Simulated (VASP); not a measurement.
Band structure of EuO (rock salt). Calculation: PW91 GGA, VASP's PBE PAW potentials (set 64) (plane waves; VASP).

The 4f electrons are frozen in the core of the lanthanide potential, so 4f levels, which can set the real gap, and their magnetism are missing.

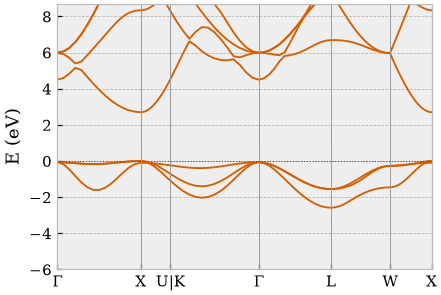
Fig. 1. Bands along high-symmetry lines, zero at the valence-band maximum or, without a gap, the Fermi level

### Question
Read the plot: is there a gap, and where are the band edges?

### Answer
The gap is direct, 2.70 eV, from the valence maximum at X to the conduction minimum at X. (Edges off the drawn lines would not show.)

The compound is EuO in the rock salt structure. It was relaxed first, which changed the volume by -9 %.
